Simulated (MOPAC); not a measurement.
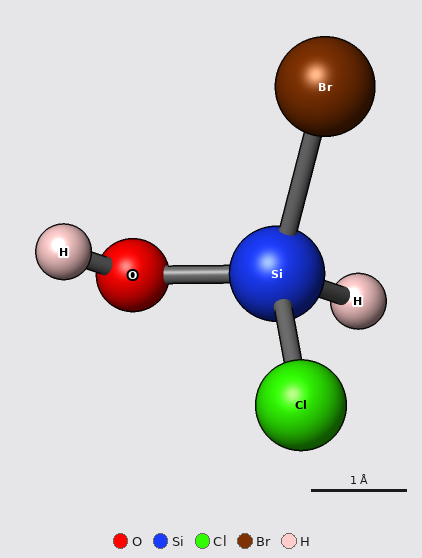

*The structure as given in the input (ball-and-stick view, seen at a tilt).*

## Run report: SiH₂BrClO, geometry relaxation (part 1 of 2)

The run: geometry relaxation of SiH₂BrClO. Method and program: MNDOD, closed shell (MOPAC 23.2.5).

The atoms were displaced at random from an optimised geometry.

What the program printed:
```
MOPAC v23.2.5
MNDOD CALCULATION RESULTS

 *  MNDOD      - The MNDOD Hamiltonian to be used
 *
 *
 *
 *                 CHARGE ON SYSTEM = 0
 *
 *
 *
 *  PRECISE    - TIGHTER CRITERIA TO BE USED
 *  EF         - USE EF ROUTINE FOR MINIMUM SEARCH
 *  THREADS=1  - MULTI-THREADING NOT USED
 *  CYCLES=    - DO A MAXIMUM OF 300 STEPS
 *  GNORM      - EXIT WHEN GRADIENT NORM DROPS BELOW 0.010
 *  AUX        - OUTPUT AUXILIARY INFORMATION
 *  DISP       - PRINT DISPERSION AND HYDROGEN BOND ENERGIES
 *  MULLIK     - THE MULLIKEN ANALYSIS TO BE PERFORMED
EF GNORM=0.01 MULLIK CHARGE=0 CYCLES=300 DISP PRECISE MNDOD AUX(PRECISION=6) THREADS=1
 MNDOD optimise

   ATOM   CHEMICAL          X               Y               Z
  NUMBER   SYMBOL      (ANGSTROMS)     (ANGSTROMS)     (ANGSTROMS)

     1       O          0.75789200  *   1.08829500  *  -0.20720300  *
     2      Si          0.05015600  *  -0.28713400  *   0.25928900  *
     3      Cl          0.31815300  *  -1.75231300  *  -1.12742000  *
     4      Br         -2.12455700  *  -0.00806800  *   0.51121000  *
     5       H          0.42841000  *   1.53818600  *  -1.01645700  *
     6       H          0.65658800  *  -0.65624500  *   1.52147100  *

          CARTESIAN COORDINATES

    NO.       ATOM           X           Y           Z

     1         O          0.7579      1.0883     -0.2072
     2        Si          0.0502     -0.2871      0.2593
     3        Cl          0.3182     -1.7523     -1.1274
     4        Br         -2.1246     -0.0081      0.5112
     5         H          0.4284      1.5382     -1.0165
     6         H          0.6566     -0.6562      1.5215

           Empirical Formula: H2 O Si Cl Br  =     6 atoms

      MOLECULAR POINT GROUP   :   C1

      RHF CALCULATION, NO. OF DOUBLY OCCUPIED LEVELS = 13

          Geometry optimization using EF

          DIAGONAL MATRIX USED AS START HESSIAN
```

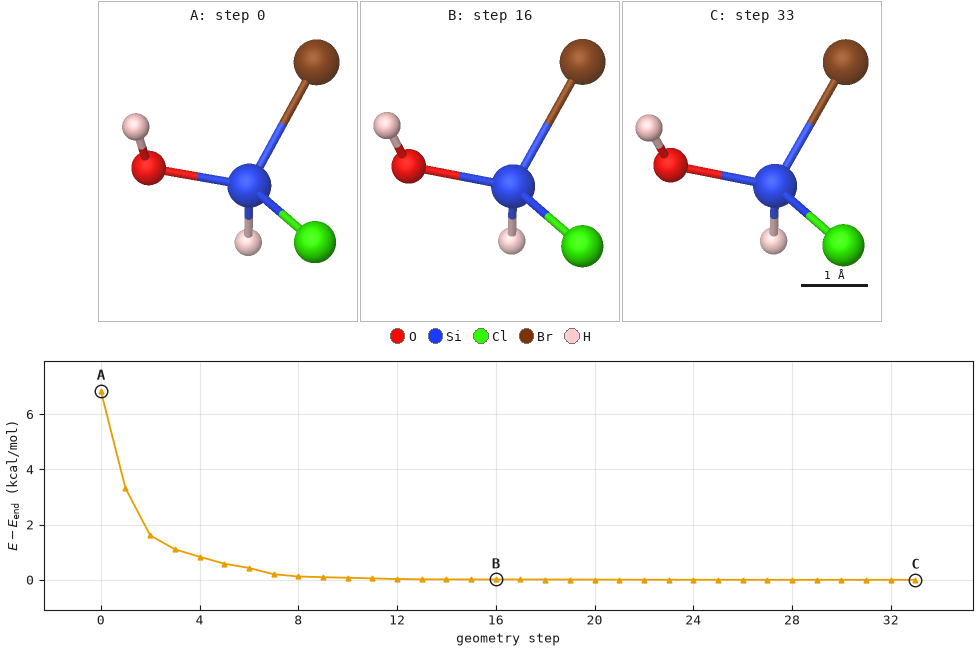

*Frames of the relaxation (ball-and-stick view, seen at a tilt) above the curves, on which the letters mark them (steps are counted from 0).*

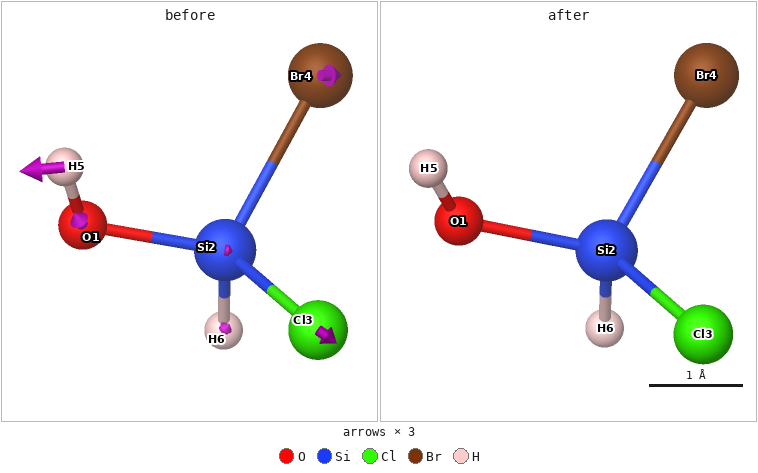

*Before (left) and after (right) the relaxation, at one scale (ball-and-stick view, seen at a tilt). The pink arrows give the displacements, magnified 3 times.*

The energy falls by 6.85 kcal/mol in 33 geometry steps. The largest force component goes from 3.8 to 0.00023 eV/Å. H5 moves most after the best rigid fit: 0.17 Å. Largest moves by element: H 0.17 Å, Br 0.10 Å, Cl 0.08 Å, O 0.07 Å, Si 0.03 Å. Among the contacts that change: O1–Si2 1.616 → 1.694 Å, Si2–Br4 2.207 → 2.249 Å, O1–H5 0.983 → 0.945 Å, Si2–H6 1.448 → 1.414 Å. Among the angles that change: Si2–O1–H5 118.7° → 129.4°. (Atoms are counted from 1 in the order of the input.)

```
 CYCLE:     1 TIME:   0.008 TIME LEFT:  2.00D  GRAD.:   149.597 HEAT: -119.5998
 CYCLE:     2 TIME:   0.008 TIME LEFT:  2.00D  GRAD.:    98.428 HEAT: -123.1354
 CYCLE:     3 TIME:   0.008 TIME LEFT:  2.00D  GRAD.:    37.811 HEAT: -124.8394
 CYCLE:     4 TIME:   0.008 TIME LEFT:  2.00D  GRAD.:    21.143 HEAT: -125.3456
 CYCLE:     5 TIME:   0.008 TIME LEFT:  2.00D  GRAD.:    11.288 HEAT: -125.6137
 CYCLE:     6 TIME:   0.000 TIME LEFT:  2.00D  GRAD.:    15.222 HEAT: -125.8657
 CYCLE:     7 TIME:   0.008 TIME LEFT:  2.00D  GRAD.:    21.142 HEAT: -126.0201
 CYCLE:     8 TIME:   0.000 TIME LEFT:  2.00D  GRAD.:     7.726 HEAT: -126.2468
 CYCLE:     9 TIME:   0.008 TIME LEFT:  2.00D  GRAD.:     4.264 HEAT: -126.3293
 CYCLE:    10 TIME:   0.000 TIME LEFT:  2.00D  GRAD.:     4.225 HEAT: -126.3565
 CYCLE:    11 TIME:   0.008 TIME LEFT:  2.00D  GRAD.:     3.237 HEAT: -126.3749
 CYCLE:    12 TIME:   0.000 TIME LEFT:  2.00D  GRAD.:     2.852 HEAT: -126.3991
 CYCLE:    13 TIME:   0.008 TIME LEFT:  2.00D  GRAD.:     2.612 HEAT: -126.4224
 CYCLE:    14 TIME:   0.000 TIME LEFT:  2.00D  GRAD.:     1.615 HEAT: -126.4311
 CYCLE:    15 TIME:   0.008 TIME LEFT:  2.00D  GRAD.:     0.965 HEAT: -126.4349
 CYCLE:    16 TIME:   0.000 TIME LEFT:  2.00D  GRAD.:     0.796 HEAT: -126.4359
 CYCLE:    17 TIME:   0.008 TIME LEFT:  2.00D  GRAD.:     0.715 HEAT: -126.4374
 CYCLE:    18 TIME:   0.000 TIME LEFT:  2.00D  GRAD.:     0.581 HEAT: -126.4379
 CYCLE:    19 TIME:   0.008 TIME LEFT:  2.00D  GRAD.:     0.732 HEAT: -126.4391
 CYCLE:    20 TIME:   0.000 TIME LEFT:  2.00D  GRAD.:     0.778 HEAT: -126.4399
 CYCLE:    21 TIME:   0.008 TIME LEFT:  2.00D  GRAD.:     3.077 HEAT: -126.4429
 CYCLE:    22 TIME:   0.000 TIME LEFT:  2.00D  GRAD.:     0.668 HEAT: -126.4454
 CYCLE:    23 TIME:   0.008 TIME LEFT:  2.00D  GRAD.:     0.471 HEAT: -126.4465
 CYCLE:    24 TIME:   0.000 TIME LEFT:  2.00D  GRAD.:     0.701 HEAT: -126.4479
 CYCLE:    25 TIME:   0.008 TIME LEFT:  2.00D  GRAD.:     0.505 HEAT: -126.4483
 CYCLE:    26 TIME:   0.000 TIME LEFT:  2.00D  GRAD.:     0.588 HEAT: -126.4489
 CYCLE:    27 TIME:   0.008 TIME LEFT:  2.00D  GRAD.:     0.711 HEAT: -126.4497
 CYCLE:    28 TIME:   0.000 TIME LEFT:  2.00D  GRAD.:     0.506 HEAT: -126.4502
 CYCLE:    29 TIME:   0.008 TIME LEFT:  2.00D  GRAD.:     0.343 HEAT: -126.4505
 CYCLE:    30 TIME:   0.000 TIME LEFT:  2.00D  GRAD.:     0.269 HEAT: -126.4506
 CYCLE:    31 TIME:   0.008 TIME LEFT:  2.00D  GRAD.:     0.182 HEAT: -126.4507
 CYCLE:    32 TIME:   0.000 TIME LEFT:  2.00D  GRAD.:     0.063 HEAT: -126.4507
 CYCLE:    33 TIME:   0.008 TIME LEFT:  2.00D  GRAD.:     0.028 HEAT: -126.4508
 CYCLE:    34 TIME:   0.000 TIME LEFT:  2.00D  GRAD.:     0.010 HEAT: -126.4508

     GRADIENT =  0.00998 IS LESS THAN CUTOFF =  0.01000

 -------------------------------------------------------------------------------
 EF GNORM=0.01 MULLIK CHARGE=0 CYCLES=300 DISP PRECISE MNDOD AUX(PRECISION=6) THREADS=1
 MNDOD optimise

     GEOMETRY OPTIMISED USING EIGENVECTOR FOLLOWING (EF).
     SCF FIELD WAS ACHIEVED

                              MNDOD CALCULATION

          FINAL HEAT OF FORMATION =       -126.45075 KCAL/MOL =    -529.06995 KJ/MOL

          TOTAL ENERGY            =     -22003.27247 KCAL/MOL = ELECTRONIC ENERGY + CORE-CORE REPULSION
          ENERGY OF ATOMS         =      21876.82172 KCAL/MOL
                              SUM =       -126.45075 KCAL/MOL
          DISPERSION ENERGY       =          0.00000 KCAL/MOL
                              SUM =       -126.45075 KCAL/MOL = FINAL HEAT OF FORMATION

          TOTAL ENERGY            =       -954.13349 EV
          ELECTRONIC ENERGY       =      -2306.27963 EV
          CORE-CORE REPULSION     =       1352.14614 EV
          COSMO AREA              =        126.79 SQUARE ANGSTROMS
          COSMO VOLUME            =        117.94 CUBIC ANGSTROMS

          GRADIENT NORM           =          0.00998          =       0.00407 PER ATOM
          IONIZATION POTENTIAL    =         11.201246 EV
          HOMO LUMO ENERGIES (EV) =        -11.201 -0.567
          NO. OF FILLED LEVELS    =         13
          MOLECULAR WEIGHT        =        161.4577         POINT GROUP:  C1

          MOLECULAR DIMENSIONS (Angstroms)

            Atom       Atom       Distance
            H     5   Br     4     3.58893
           Cl     3   Br     4     2.99992
            H     6   Br     4     2.30498

          SCF CALCULATIONS        =         38

          WALL-CLOCK TIME         =      0.156 SECONDS
          COMPUTATION TIME        =      0.120 SECONDS

   ATOM   CHEMICAL          X               Y               Z
  NUMBER   SYMBOL      (ANGSTROMS)     (ANGSTROMS)     (ANGSTROMS)

     1       O          0.78988029  *   1.14965598  *  -0.23797482  *
     2      Si          0.05182116  *  -0.29359476  *   0.25509124  *
     3      Cl          0.33001314  *  -1.79723248  *  -1.13417630  *
     4      Br         -2.16279174  *  -0.01736080  *   0.53183749  *
     5       H          0.60189769  *   1.69374407  *  -0.98772097  *
     6       H          0.61695573  *  -0.67302130  *   1.49390317  *

                             CARTESIAN COORDINATES

   1    O        0.789880289     1.149655979    -0.237974818
   2   Si        0.051821162    -0.293594759     0.255091242
   3   Cl        0.330013145    -1.797232477    -1.134176301
   4   Br       -2.162791743    -0.017360803     0.531837490
   5    H        0.601897690     1.693744074    -0.987720970
   6    H        0.616955731    -0.673021300     1.493903166

           Empirical Formula: H2 O Si Cl Br  =     6 atoms

      MOLECULAR POINT GROUP   :   C1

                  EIGENVALUES
 -41.61215 -22.21994 -20.73316 -20.07944 -16.54598 -15.54276 -15.19617 -14.12689
 -13.29003 -12.60924 -12.30737 -11.36369 -11.20125  -0.56706   0.94738   1.56813
   2.12435   5.37865  11.74655  12.23377  12.46460  12.71401  13.71979  18.96611
  19.07428  19.11506  19.46615  19.46823  35.23125  35.30747  35.34710  35.80607
  35.80770

              NET ATOMIC CHARGES AND DIPOLE CONTRIBUTIONS

  ATOM NO.   TYPE          CHARGE      No. of ELECS.   s-Pop       p-Pop       d-Pop
    1          O          -0.439460        6.4395     1.73939     4.70007
    2         Si           0.781764        3.2182     0.99214     1.73505     0.49104
    3         Cl          -0.176423        7.1764     1.94993     5.20337     0.02313
    4         Br          -0.243708        7.2437     1.94379     5.28870     0.01122
    5          H           0.268575        0.7314     0.73142
    6          H          -0.190748        1.1907     1.19075
 DIPOLE           X         Y         Z       TOTAL
 POINT-CHG.     0.991     0.816    -0.844     1.536
 HYBRID         0.059     0.231    -0.365     0.436
 SUM            1.049     1.047    -1.209     1.913

          ATOMIC ORBITAL ELECTRON POPULATIONS

     Atom    s        px        py        pz      x^2-y^2     xz        z^2       yz        xy
    1  O   1.73939   1.73277   1.46624   1.50107
    2 Si   0.99214   0.55601   0.54183   0.63721   0.10811   0.09138   0.09759   0.07710   0.11687
    3 Cl   1.94993   1.88535   1.64581   1.67221   0.00466   0.00264   0.00435   0.00794   0.00354
    4 Br   1.94379   1.43694   1.92690   1.92486   0.00411   0.00242   0.00159   0.00044   0.00267
    5  H   0.73142
    6  H   1.19075

           MULLIKEN POPULATION ANALYSIS

        MULLIKEN POPULATIONS AND CHARGES

      NO.  ATOM   POPULATION      CHARGE
        1    O     6.671400     -0.671400
        2   Si     2.306110      1.693890
        3   Cl     7.395308     -0.395308
        4   Br     7.532328     -0.532328
        5    H     0.718172      0.281828
        6    H     1.376683     -0.376683

          Chemical-Potential Equalization

          Energy                    =                  NaN   kcal/mol
          Pot(1)                    =                  NaN   eV
          Dipole correction(1)      =                  NaN   au

 *                    *
 * JOB ENDED NORMALLY *
 *                    *

 TOTAL JOB TIME:             0.16 SECONDS

 == MOPAC DONE ==
```

Trajectory as extended XYZ (Å, eV, eV/Å), 34 frames, from step=0 to step=33:
```
6
Properties=species:S:1:pos:R:3:forces:R:3 step=0 energy=-5.18634
O     0.7579    1.0883   -0.2072    0.7243   3.8424  -2.7254
Si    0.0502   -0.2871    0.2593   -0.5199  -3.0370   2.3851
Cl    0.3182   -1.7523   -1.1274    0.1268  -0.7569  -0.5527
Br   -2.1246   -0.0081    0.5112   -0.9069   0.0518   0.1991
H     0.4284    1.5382   -1.0165    0.9184  -0.0749   1.1271
H     0.6566   -0.6562    1.5215   -0.3427  -0.0253  -0.4333
6
Properties=species:S:1:pos:R:3:forces:R:3 step=1 energy=-5.33966
O     0.7700    1.1440   -0.2461    0.3202  -1.8917   2.1652
Si    0.0464   -0.3322    0.3052    0.7465   0.9917  -0.5026
Cl    0.3224   -1.7579   -1.1420    0.0898  -0.3912  -0.1344
Br   -2.1314   -0.0023    0.5094   -0.6432   0.0050   0.2134
H     0.4401    1.5379   -0.9934   -0.6060   1.5200  -2.1277
H     0.6525   -0.6581    1.5143    0.0927  -0.2337   0.3862
6
Properties=species:S:1:pos:R:3:forces:R:3 step=2 energy=-5.41355
O     0.7736    1.1404   -0.2354   -0.6524  -0.2239  -0.5418
Si    0.0537   -0.3265    0.3062    0.4365   0.6484  -0.6256
Cl    0.3261   -1.7663   -1.1484    0.0357  -0.1495   0.0926
Br   -2.1394   -0.0010    0.5122   -0.3732  -0.0378   0.1699
H     0.4359    1.5608   -1.0324    0.4739   0.0033   0.5446
H     0.6531   -0.6592    1.5177    0.0795  -0.2405   0.3602
6
Properties=species:S:1:pos:R:3:forces:R:3 step=3 energy=-5.43550
O     0.7685    1.1291   -0.2336   -0.1019   0.3947  -0.4737
Si    0.0634   -0.3146    0.2939   -0.0133  -0.3564   0.1841
Cl    0.3290   -1.7702   -1.1480    0.0278  -0.1232   0.0981
Br   -2.1457    0.0000    0.5150   -0.1473  -0.0681   0.1285
H     0.4428    1.5667   -1.0160    0.3367   0.2421   0.1503
H     0.6540   -0.6676    1.5322   -0.1020  -0.0890  -0.0872
6
Properties=species:S:1:pos:R:3:forces:R:3 step=4 energy=-5.44712
O     0.7670    1.1327   -0.2388   -0.0884   0.0706  -0.1690
Si    0.0672   -0.3204    0.2939   -0.0814   0.0005   0.0801
Cl    0.3315   -1.7713   -1.1475    0.0360  -0.1643   0.0572
Br   -2.1498    0.0016    0.5165   -0.0034  -0.0934   0.1122
H     0.4523    1.5829   -1.0134    0.2228   0.2479   0.0186
H     0.6520   -0.6759    1.5338   -0.0855  -0.0613  -0.0991
6
Properties=species:S:1:pos:R:3:forces:R:3 step=5 energy=-5.45805
O     0.7625    1.1336   -0.2463    0.0454  -0.0486   0.1051
Si    0.0703   -0.3186    0.2982   -0.2746   0.0110  -0.4423
Cl    0.3364   -1.7796   -1.1497   -0.0053   0.0117   0.2103
Br   -2.1546    0.0034    0.5189    0.1196  -0.1121   0.1002
H     0.4727    1.6194   -1.0039    0.0847   0.1918  -0.0860
H     0.6466   -0.6920    1.5222    0.0303  -0.0538   0.1126
6
Properties=species:S:1:pos:R:3:forces:R:3 step=6 energy=-5.46475
O     0.7601    1.1447   -0.2475   -0.0791  -0.1864   0.0090
Si    0.0668   -0.3270    0.2704   -0.1625   0.6607   0.0965
Cl    0.3448   -1.7902   -1.1370    0.0346  -0.2764  -0.1871
Br   -2.1601    0.0060    0.5267    0.2257  -0.1276   0.0345
H     0.5101    1.6890   -0.9858    0.0606  -0.1885   0.2304
H     0.6374   -0.7218    1.5117   -0.0793   0.1183  -0.1833
6
Properties=species:S:1:pos:R:3:forces:R:3 step=7 energy=-5.47458
O     0.7616    1.1434   -0.2439    0.0254  -0.1085   0.0742
Si    0.0619   -0.3173    0.2723   -0.0970   0.1936  -0.0851
Cl    0.3436   -1.7950   -1.1397   -0.0085  -0.0692  -0.0038
Br   -2.1568    0.0042    0.5260    0.0884  -0.0984   0.0485
H     0.5073    1.6808   -0.9805    0.0369   0.0027   0.0337
H     0.6372   -0.7158    1.5035   -0.0453   0.0798  -0.0675
6
Properties=species:S:1:pos:R:3:forces:R:3 step=8 energy=-5.47816
O     0.7636    1.1446   -0.2393    0.0776   0.0277   0.0035
Si    0.0565   -0.3107    0.2635   -0.0689  -0.0207  -0.0807
Cl    0.3443   -1.8018   -1.1368   -0.0272  -0.0183  -0.0114
Br   -2.1555    0.0028    0.5278   -0.0068  -0.0744   0.0383
H     0.5158    1.6935   -0.9687    0.0347   0.0296   0.0042
H     0.6335   -0.7147    1.4868   -0.0094   0.0560   0.0460
```
